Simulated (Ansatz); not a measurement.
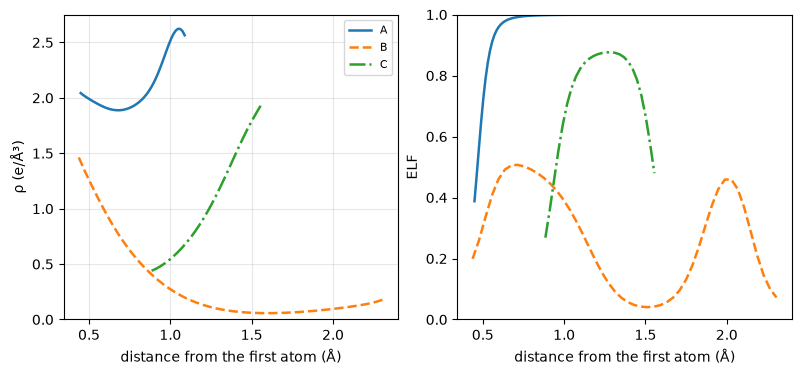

The picture shows: AlCl···CH4. Electron density and ELF along straight lines between neighbouring atoms. The curves leave out the atomic cores.

The calculation used RHF/def2-SVP (Ansatz 0.2.0).

```xyz
7

Al   -0.1929    0.9715   -0.8726
C     1.4678   -0.1023    1.6182
H     0.4616   -0.4894    1.7662
H     2.1557   -0.6163    2.2897
H     1.4983    0.9666    1.8270
H     1.7916   -0.2859    0.5838
Cl   -1.7425   -0.4441   -0.4313
```

**Which curve belongs to which contact (Al–Cl, C–Al and C–H)? The first atom named is at distance zero.**

Curve A: C–H (1.09 Å): ρ at the midpoint is about 2 e/Å³; the ELF climbs to about 1 towards the hydrogen, as it does in any bond to H; an ordinary covalent bond to hydrogen. Curve B: C2···Al1 (3.18 Å): the density falls to about 0.06 e/Å³ on the way; the ELF dips to about 0.05 between them. Curve C: Al–Cl (2.14 Å): ρ is about 0.65 e/Å³ halfway; the ELF peaks at about 0.90 in the valence shell of Cl, 0.9 Å from its nucleus, and is about 0.80 at the midpoint.
